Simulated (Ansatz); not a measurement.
# ClFH₃OSi₂ (charge +1): what the fields show

Input

```
crystal:
  periodic: [false, false, false]
  atoms:
    - {symbol: Cl, position_ang: [1.110305, 0.396897, -0.185122]}
    - {symbol: F, position_ang: [-2.135315, 1.660605, -1.929302]}
    - {symbol: O, position_ang: [-1.785273, -0.597769, -0.667582]}
    - {symbol: Si, position_ang: [-2.957616, 0.340382, -1.540997]}
    - {symbol: Si, position_ang: [-0.375295, -0.886564, -0.042410]}
    - {symbol: H, position_ang: [-4.015476, 0.627451, -0.558816]}
    - {symbol: H, position_ang: [-3.277735, -0.469810, -2.727285]}
    - {symbol: H, position_ang: [-0.172422, -2.154689, 0.666614]}
basis:
  gaussian:
    orbitals: def2-TZVPD
total_charge: 1
hamiltonian:
  xc: pbe0
output: {forces: true, orbitals: {seedname: orbitals}}
```

Command:

```sh
ansatz run input.yaml --threads 1 --pin off --max-ram 2610MiB --events-out events.jsonl --progress --plain --runs-dir runs
```

Geometry: PBE0-D3(BJ)/def2-SVP.

Computed with isolated molecule in a Gaussian basis; Kohn-Sham density functional theory, functional PBE0 (Ansatz).

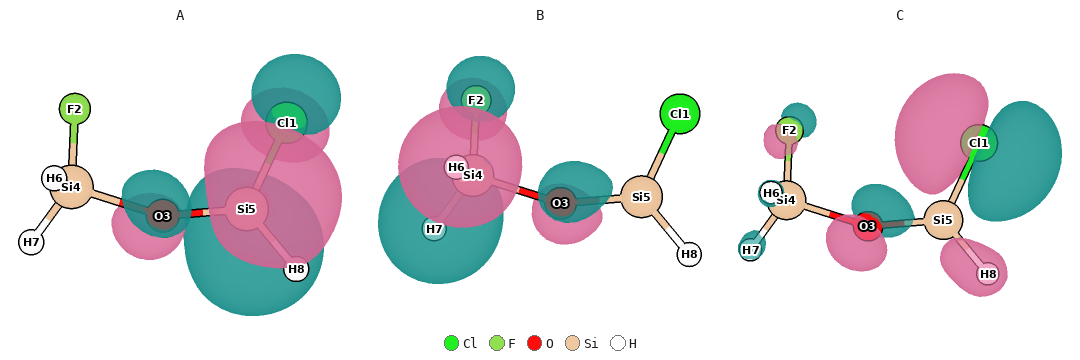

Figure 1. Three frontier orbitals at ±0.1 Å⁻³ᐟ² (teal and pink are the two phases), in no order.

Q: Order the three orbitals by energy and name them.

A: C is the HOMO−1 (−15.55 eV). By Hirshfeld shares it lies mainly on Cl1 (about 75 %) and O3 (about 5 %); largely a lone pair of Cl1. B is the HOMO (−14.27 eV). It lies mainly on Si4 (about 35 %), H6 (about 25 %), H7 (about 25 %), F2 (about 10 %) and O3 (about 5 %). A is the LUMO (−7.91 eV). It lies mainly on Si5 (about 65 %), Cl1 (about 15 %), O3 (about 10 %) and H8 (about 5 %).

Q: What is the HOMO–LUMO gap?

A: 6.36 eV between the orbital energies.

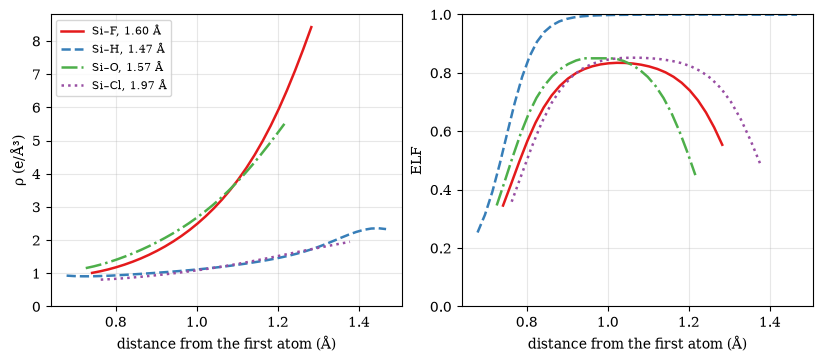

Figure 2. Total electron density and electron localisation function along straight lines between neighbouring atoms. The curves leave out the atomic cores.

Q: What can be read from the curves?

A: Si–F (1.60 Å): ρ at the midpoint is about 1.2 e/Å³; the ELF peaks at about 0.85 in the valence shell of F, 0.6 Å from its nucleus, and is about 0.55 at the midpoint.
Si–H (1.47 Å): ρ is about 0.91 e/Å³ halfway; the ELF climbs to about 1 towards the hydrogen, as it does in any bond to H.
Si–O (1.57 Å): ρ at the midpoint is about 1.3 e/Å³; the ELF peaks at about 0.85 between the atoms, as expected for a polar covalent bond.
Si–Cl (1.97 Å): ρ is about 1.1 e/Å³ halfway; the ELF peaks at about 0.85 between the atoms, as expected for a shared but strongly polarised pair.

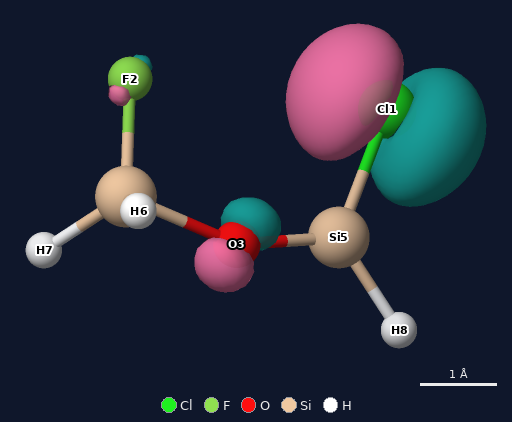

Figure 3. The HOMO−1 at ±0.2 Å⁻³ᐟ² (teal and pink are the two phases), seen at a tilt.

Q: What is the character of this orbital?

A: Its weight (Hirshfeld) is mainly on Cl1 (about 75 %) and O3 (about 5 %); largely a lone pair of Cl1. Its energy is −15.55 eV.
